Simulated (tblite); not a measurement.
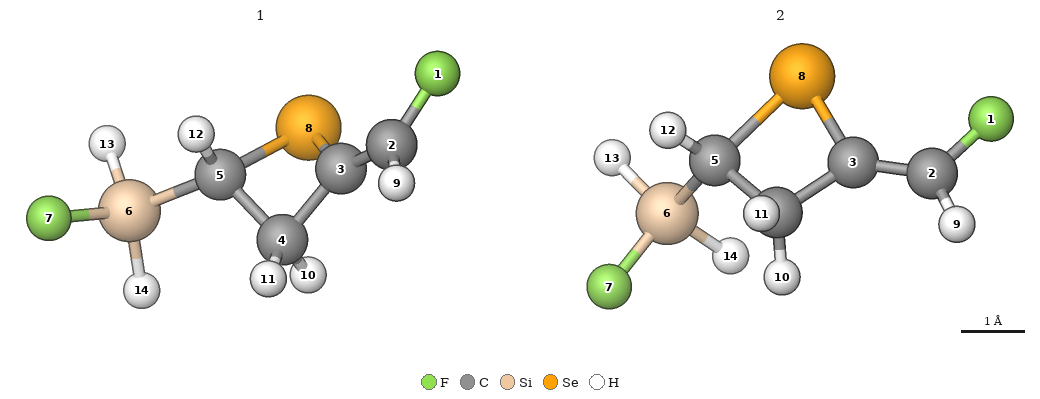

Two geometries of C₄H₆F₂SeSi, drawn at one scale. One is the start of a relaxation, the other its converged end. A ball-and-stick model, seen at a tilt.

All numbers below come from GFN2-xTB geometry optimisation, gas phase (tblite). 

**Which geometry has the lower energy?**

Structure 2 is the relaxed one. The energy falls by 1.353 eV in 137 geometry steps. The atom that moves furthest after the best rigid fit is F7 (1.51 Å). By element the largest moves are F 1.51 Å, H 1.42 Å, Se 1.24 Å, C 0.88 Å, Si 0.42 Å. Some distances before and after: Si6–F7 1.711 → 1.612 Å, C5–Se8 1.943 → 2.011 Å, C4–H10 1.135 → 1.092 Å, C4–C5 1.500 → 1.541 Å. Bond angles that change, for instance: C3–C4–C5 86.0° → 97.9°, C4–C3–Se8 86.6° → 98.0°, C3–Se8–C5 63.8° → 71.4°. Groups turn about C3–C4 by about 55°, C4–C5 by about 55°, C3–Se8 by about 45°.
